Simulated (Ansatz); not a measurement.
## Computed against measured: atomisation enthalpy at 298 K

8 molecules without hydrogen; the atomisation enthalpy at 298 K in kJ/mol, computed less measured. Shapes, held fixed at every level: PBE0-D4/def2-TZVP. Thermal terms are harmonic and unscaled (PBE0-D4/def2-TZVP); the spin-orbit lowering of the free atoms is taken from their spectra. Programs: Ansatz 0.2.0. Measured values: Active Thermochemical Tables, CRC Handbook of Chemistry and Physics, NIST-JANAF tables.

Levels: A = HF/def2-SVP; B = PBE-D4/def2-TZVPP; C = B3LYP-D4/def2-TZVPP; D = BHLYP-D4/def2-TZVPP.

```json
{"molecule": "B(BO)O (diboron dioxide)", "from tabulated heats": "2095", "A": "-581", "B": "+106", "C": "+3", "D": "-128"}
{"molecule": "BClF2 (SMILES FB(F)Cl)", "from tabulated heats": "1736", "A": "-390", "B": "+60", "C": "-15", "D": "-84"}
{"molecule": "BI3 (SMILES IB(I)I)", "from tabulated heats": "819", "A": "-285", "B": "+104", "C": "+19", "D": "-17"}
{"molecule": "CBr2ClF (dibromochlorofluoromethane)", "from tabulated heats": "1329", "A": "-617", "B": "+100", "C": "-41", "D": "-143"}
{"molecule": "CBrClF2 (SMILES FC(F)(Cl)Br)", "from tabulated heats": "1551", "A": "-631", "B": "+111", "C": "-33", "D": "-148"}
{"molecule": "CF4 (SMILES FC(F)(F)F)", "from tabulated heats": "1968", "A": "-653", "B": "+113", "C": "-30", "D": "-162"}
{"molecule": "B(BCl2)Cl2", "from tabulated heats": "2115", "A": "-477", "B": "+98", "C": "-28", "D": "-89"}
{"molecule": "C4F8 (octafluorocyclobutane)", "from tabulated heats": "5045", "A": "-1705", "B": "+353", "C": "-41", "D": "-373"}
```

Task: Sum up the errors.

Result: 
```json
{"level": "HF/def2-SVP", "kind": "Hartree–Fock", "mean error": "-667.4", "mean absolute error": "667.4", "worst case": "C4F8"}
{"level": "PBE-D4/def2-TZVPP", "kind": "GGA", "mean error": "+130.6", "mean absolute error": "130.6", "worst case": "C4F8"}
{"level": "B3LYP-D4/def2-TZVPP", "kind": "global hybrid", "mean error": "-20.8", "mean absolute error": "26.2", "worst case": "CBr2ClF"}
{"level": "BHLYP-D4/def2-TZVPP", "kind": "global hybrid", "mean error": "-143.0", "mean absolute error": "143.0", "worst case": "C4F8"}
```

On this set B3LYP-D4/def2-TZVPP has the smallest mean absolute error and HF/def2-SVP the largest. HF/def2-SVP is too low in 8 of 8; PBE-D4/def2-TZVPP is too high in 8 of 8; B3LYP-D4/def2-TZVPP is too low in 6 of 8; BHLYP-D4/def2-TZVPP is too low in 8 of 8. The heats of C4F8 come from older tables and can be uncertain by 10 kJ/mol or more. The molecules' own spin-orbit binding is left out, so errors for heavy halides read too negative. Heats of the atoms come from ATcT where it has them, that of boron, 570 kJ/mol, from recent work. The levels differ in basis as well as in method. With so many references in doubt the order of the levels isn't settled. The tabulated values of B(BO)O, BClF2, BI3, B(BCl2)Cl2 are in doubt (older tables, estimates, or at odds with other calculations) and kept here. Over the 4 molecules whose values aren't doubted the mean absolute errors are A 901.5; B 169.2; C 36.2; D 206.5. Hartree–Fock lacks correlation and underbinds. For atoms past krypton def2 sets carry core potentials with scalar relativity. Relativity is left out for Br. The set is small.

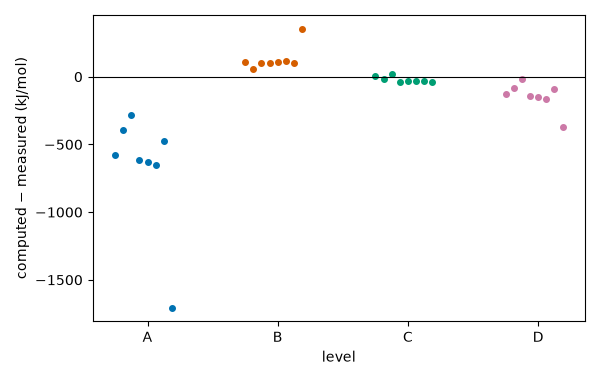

Errors of each level, one point a molecule.
